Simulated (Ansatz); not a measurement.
Structure (in its standard cell), the geometry relaxed with DFT, PAW plane waves, pbe in Ansatz; the starting structure was generated, so it need not be a known form of this composition:

```xyz
10
Lattice="8.1525 0.0000 0.0000 0.0000 10.3804 0.0000 0.0000 0.0000 4.6680" Properties=species:S:1:pos:R:3 pbc="T T T"
Hg    4.0763    5.1902    0.0000
Hg    0.0000    0.0000    0.0000
Cs    3.1969    8.6526    2.3340
Cs    4.9556    1.7278    2.3340
Cs    7.2732    6.9179    2.3340
Cs    0.8794    3.4624    2.3340
S     1.9515    6.1471    0.0000
S     6.2010    4.2332    0.0000
S     6.0278    9.4234    0.0000
S     2.1247    0.9569    0.0000
```

Question: Predict the [001] zone-axis pattern (300 kV, kinematic, B = 1 Å²).

Answer: The spots form a rectangular net whose two shortest vectors correspond to d = 10.38 Å and 8.15 Å, 90.0° apart. They are 0 1 0 (itself extinct) and 1 0 0 (itself extinct). The pattern has symmetry 2mm. A screw axis and a glide plane both extinguish reflections such as 0 1 0, 1 0 0, 0 3 0; reflections such as 1 -1 0, 1 1 0, 2 -3 0 are allowed but too weak to see at this display level.

Strongest reflections with d > 2.39 Å, one of each family (|F|² from tabulated Gaussian fits of the electron scattering factors, times a small damping for the curvature of the Ewald sphere):

```
  hkl  d (Å)  I (strongest = 100)
1 3 0  3.185                  100
3 2 0  2.407                   52
2 1 0  3.794                   50
3 1 0  2.629                   30
1 4 0  2.473                   30
2 0 0  4.076                    6
```

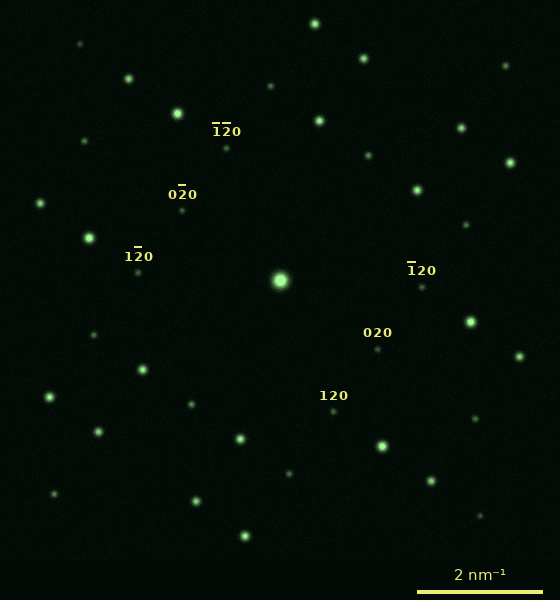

Calculated pattern, seen from the source side with [001] pointing towards the source.
